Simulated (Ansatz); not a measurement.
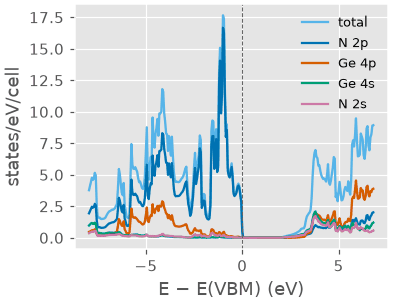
*Total and projected density of states of Ge3N4 in space group P6_3/m (No. 176; Ge on 6h, N on 2c, N on 6h), the program Ansatz at the PBE level (PAW)*

### Question
Which orbitals carry the states next to the gap?

### Answer
Top 1 eV of the valence band: N 2p 95 %. Bottom 1 eV of the conduction band: Ge 4s 45 %, N 2s 36 %, N 2p 13 %. Projections are on Löwdin-orthogonalised atomic valence shells; empty p or d shells of many metals are not among them.

### Question
Where is the tallest occupied peak in this window, and what makes it?

### Answer
Near -1.0 eV, about 18 states/eV per cell; the largest projected share is N 2p.

The PBE relaxation kept the symmetry of its start. Scalar-relativistic: spin–orbit coupling is off unless named, which matters more the heavier the elements.

Potentials: the later of the program's two PAW sets.
